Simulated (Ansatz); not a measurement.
**triplet C3H5NO at 6 levels**

We compute a comparison of 6 runs (UHF/STO-3G, UHF/3-21G, UHF/def2-SVP, U-revPBE/def2-SVP, UB2PLYP/def2-SVP, RPA@PBE/def2-SVP) of triplet C3H5NO. 

The calculation is run with Ansatz 0.2.0.

64 further runs of the same task are left out: 64 set aside as unsound or not needed.

**1. The molecule**

The species is C3H5NO (10 atoms), meant as a triplet with charge 0. As SMILES of the parent species, `C=CC(N)=O`. Geometry: relaxed at PBE0-D4/def2-TZVP. This is one conformer, not always the lowest. That shape belongs to the parent species and isn't relaxed for this state.

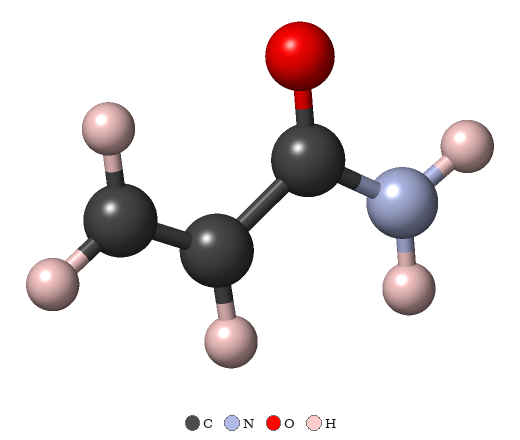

The structure, seen from a chosen angle (carbon dark grey, nitrogen light blue, oxygen red, hydrogen pink).

**2. The energy at UHF/STO-3G (run 1)**

Contents of job.yaml:

```yaml
basis:
  gaussian:
    orbitals: STO-3G
crystal:
  periodic: [false, false, false]
  atoms:
    - {symbol: C, position_ang: [-0.558600, -0.299760, 1.693560]}
    - {symbol: C, position_ang: [0.225020, 0.037950, 0.680540]}
    - {symbol: C, position_ang: [-0.272440, -0.052300, -0.720640]}
    - {symbol: "N", position_ang: [0.631540, 0.322960, -1.661880]}
    - {symbol: O, position_ang: [-1.390460, -0.428740, -1.006250]}
    - {symbol: H, position_ang: [-0.221030, -0.243200, 2.721170]}
    - {symbol: H, position_ang: [-1.568270, -0.643650, 1.496300]}
    - {symbol: H, position_ang: [1.240620, 0.385630, 0.848750]}
    - {symbol: H, position_ang: [0.359560, 0.286490, -2.628460]}
    - {symbol: H, position_ang: [1.554040, 0.634620, -1.423100]}
magnetization:
  spin_polarized: true
  initial_magnetization: 2
hamiltonian:
  xc: hf
accuracy: high
output: {orbitals: {seedname: orbitals}}
```

Command:

```sh
$ ansatz run job.yaml --threads 1 --pin off --max-ram 3480MiB --events-out events.jsonl --progress --plain --runs-dir runs
```

The log of the run:

```text
Warning: RAYON_NUM_THREADS=1 ignored (pool sized by the plan → 1); use --threads N
Functional definition: HF
  name "HF"
  exchange = exact_x
  correlation = 0
613 factors; integrals over basis functions are off by at most 9.5e-9 eV
mean field evaluation 1: about -6591.9073 eV, gradient 2.4e1 eV
mean field evaluation 2: about -6592.1362 eV, gradient 2.4e1 eV
mean field evaluation 4: about -6597.9607 eV, gradient 5.1e0 eV
mean field evaluation 8: about -6599.0705 eV, gradient 1.2e0 eV
mean field evaluation 16: about -6599.2415 eV, gradient 1.7e-4 eV
mean field evaluation 32: about -6599.8935 eV, gradient 1.9e-6 eV
mean field evaluation 64: about -6599.7773 eV, gradient 1.6e0 eV
mean field evaluation 96: about -6592.7372 eV, gradient 1.0e1 eV
mean field evaluation 128: about -6598.4303 eV, gradient 2.4e0 eV
mean field -6599.89349949 eV, -242.5416125376 hartree, gradient 2.7e-8 eV, S^2 2.235644; 5 other end points of the search recorded, 0 dependent functions left out
reference -6599.89349949 eV, -242.5416125376 hartree; 20, 18 occupied and 10, 12 virtual orbitals, 613 factors
Total energy: -6599.89349949 eV, -242.5416125376 hartree
```

It took 0.8 s on 1 thread of AMD EPYC 7R43 (Zen 3), shared host.

**3. The energy at UHF/3-21G (run 2)**

Contents of molecule.yaml:

```yaml
basis:
  gaussian: {orbitals: 3-21G.json}
crystal:
  periodic: [false, false, false]
  atoms:
    - {symbol: C, position_ang: [-0.558600, -0.299760, 1.693560]}
    - {symbol: C, position_ang: [0.225020, 0.037950, 0.680540]}
    - {symbol: C, position_ang: [-0.272440, -0.052300, -0.720640]}
    - {symbol: "N", position_ang: [0.631540, 0.322960, -1.661880]}
    - {symbol: O, position_ang: [-1.390460, -0.428740, -1.006250]}
    - {symbol: H, position_ang: [-0.221030, -0.243200, 2.721170]}
    - {symbol: H, position_ang: [-1.568270, -0.643650, 1.496300]}
    - {symbol: H, position_ang: [1.240620, 0.385630, 0.848750]}
    - {symbol: H, position_ang: [0.359560, 0.286490, -2.628460]}
    - {symbol: H, position_ang: [1.554040, 0.634620, -1.423100]}
magnetization: {spin_polarized: true, initial_magnetization: 2}
output: {orbitals: {seedname: orbitals}}
accuracy: high
hamiltonian: {xc: hf}
```

The basis set 3-21G is read from a file made from the Basis Set Exchange's data (not shown).

Command:

```sh
$ ansatz run molecule.yaml --threads 1 --pin off --max-ram 3480MiB --events-out events.jsonl --progress --plain --runs-dir runs
```

The log of the run:

```text
Warning: RAYON_NUM_THREADS=1 ignored (pool sized by the plan → 1); use --threads N
[... 4 set-up lines as earlier in the session ...]
1313 factors; integrals over basis functions are off by at most 1.1e-8 eV
mean field evaluation 1: about -6641.8464 eV, gradient 2.9e1 eV
mean field evaluation 2: about -6642.3192 eV, gradient 2.9e1 eV
mean field evaluation 4: about -6647.0251 eV, gradient 4.2e0 eV
mean field evaluation 8: about -6648.4156 eV, gradient 2.1e0 eV
mean field evaluation 16: about -6648.5483 eV, gradient 4.7e-2 eV
mean field evaluation 32: about -6648.2259 eV, gradient 6.8e-1 eV
mean field evaluation 64: about -6648.1198 eV, gradient 1.7e0 eV
mean field -6648.54829328 eV, -244.3296432300 hartree, gradient 6.6e-8 eV, S^2 2.069035; 1 other end points of the search recorded, 0 dependent functions left out
reference -6648.54829328 eV, -244.3296432300 hartree; 20, 18 occupied and 35, 37 virtual orbitals, 1313 factors
Total energy: -6648.54829328 eV, -244.3296432300 hartree
```

Wall time 2.1 s (1 thread of AMD EPYC 7R43 (Zen 3), shared host); peak memory 0.18 GiB.

Runs 3 to 5 aren't shown in full; the table further down has their settings and results.

**4. The energy at RPA@PBE/def2-SVP (run 6)**

Contents of molecule.yaml:

```yaml
crystal:
  periodic: [false, false, false]
  atoms:
    - symbol: C
      position_ang: [-0.558600, -0.299760, 1.693560]
    - symbol: C
      position_ang: [0.225020, 0.037950, 0.680540]
    - symbol: C
      position_ang: [-0.272440, -0.052300, -0.720640]
    - symbol: "N"
      position_ang: [0.631540, 0.322960, -1.661880]
    - symbol: O
      position_ang: [-1.390460, -0.428740, -1.006250]
    - symbol: H
      position_ang: [-0.221030, -0.243200, 2.721170]
    - symbol: H
      position_ang: [-1.568270, -0.643650, 1.496300]
    - symbol: H
      position_ang: [1.240620, 0.385630, 0.848750]
    - symbol: H
      position_ang: [0.359560, 0.286490, -2.628460]
    - symbol: H
      position_ang: [1.554040, 0.634620, -1.423100]
basis:
  gaussian:
    orbitals: def2-SVP
magnetization:
  spin_polarized: true
  initial_magnetization: 2
hamiltonian:
  xc: {name: PBE}
correlation:
  method: rpa
  frozen_orbitals: {C: 1, H: 0, "N": 1, O: 1}
accuracy: high
```

Command:

```sh
$ ansatz run molecule.yaml --threads 1 --pin off --max-ram 3480MiB --events-out events.jsonl --progress --plain --runs-dir runs
```

The log of the run (excerpt; [...] marks lines left out):

```text
Warning: RAYON_NUM_THREADS=1 ignored (pool sized by the plan → 1); use --threads N
Functional definition: PBE
  name "PBE"
[...]
2289 factors; integrals over basis functions are off by at most 9.4e-9 eV
[...]
mean field -6712.28674734 eV, -246.6719882135 hartree, gradient 2.1e-8 eV, S^2 2.004549; 13 other end points of the search recorded, 0 dependent functions left out
5 core orbitals not correlated: weight in the atoms' cores, before any rotation towards them, 1.000 or more for the frozen orbitals, at most 0.000 for the correlated occupied ones
reference -6678.66816111 eV, -245.4365279571 hartree; 15, 13 occupied and 75, 77 virtual orbitals, 2289 factors
Total energy: -6710.34860140 eV, -246.6007626638 hartree
```

It took 44 s on 1 thread of AMD EPYC 7R43 (Zen 3), shared host; peak memory 0.64 GiB.

**5. The series**

| run | level | frozen core orbitals | energy (Eh) | HOMO energy (eV) | LUMO energy (eV) | ⟨S²⟩ | wall time |
| --- | --- | --- | --- | --- | --- | --- | --- |
| 1 | UHF/STO-3G | – | -242.541613 | -3.93 | 6.66 | 2.236 | 0.8 s |
| 2 | UHF/3-21G | – | -244.329643 | -7.10 | 0.63 | 2.069 | 2.1 s |
| 3 | UHF/def2-SVP | – | -245.522775 | -7.23 | 0.40 | 2.037 | 8.7 s |
| 4 | U-revPBE/def2-SVP | – | -246.898877 | -2.44 | – | 2.005 | 21 s |
| 5 | UB2PLYP/def2-SVP | 5 | -246.708291 | -5.11 | -2.89 | 2.017 | 25 s |
| 6 | RPA@PBE/def2-SVP | 5 | -246.600763 | – | – | 2.005 | 44 s |

**6. Results**

| quantity | value |
| --- | --- |
| run 6: total energy | -246.60076 Eh |
| run 6: RPA correlation energy (valence) | -1164.2 mEh |
| run 6: ⟨S²⟩ of the reference determinant | 2.005 |

In words: Totals of different functionals can't be ranked against each other. In run 1 the basis is minimal, so the values are rough. Spin contamination of the reference: run 1 ⟨S²⟩ = 2.24. All runs together took 1.7 min, the longest 44 s.
